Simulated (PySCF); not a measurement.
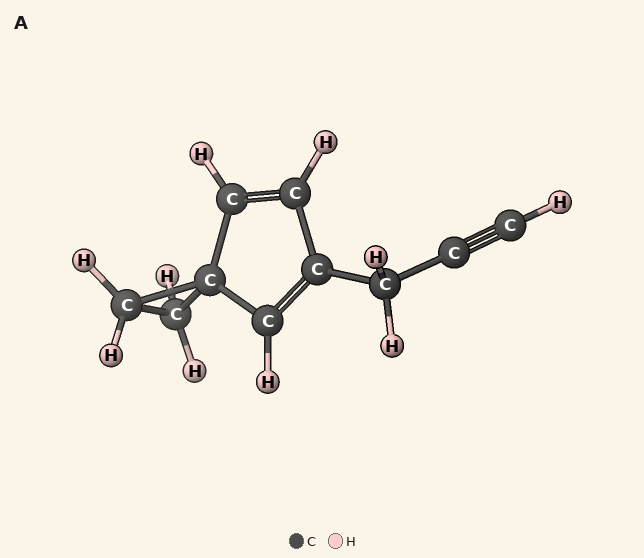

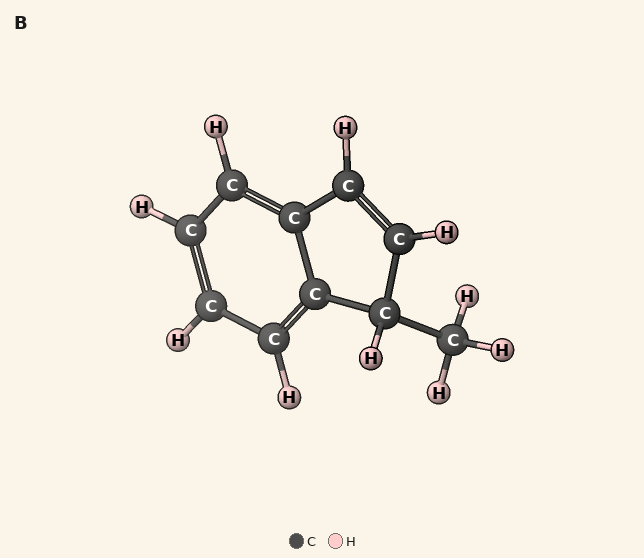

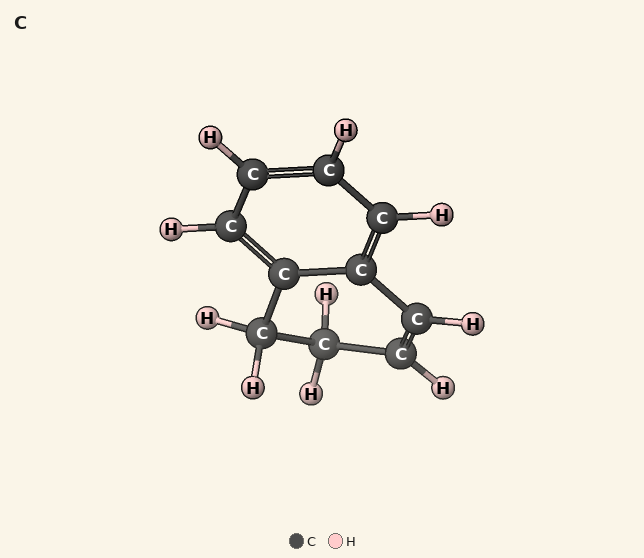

3 stationary structures of one formula. Geometries: GFN2-xTB. Electronic energies: PBE0/pcSseg-1 (PySCF 2.14.0), without zero-point energy. No frequency run is at hand to confirm each as a minimum. Each is one conformer, not always the lowest.

**Are they conformers, stereoisomers or constitutional isomers?**

They are constitutional isomers of C10H10: A `C#CCC1=CC2(C=C1)CC2`, B `C[C@H]1C=Cc2ccccc21`, C `C1=Cc2ccccc2CC1`.

**Rank them by energy, lowest first.**

C is lowest; B lies 11.8 kJ/mol above it, A lies 351.2 kJ/mol above it.
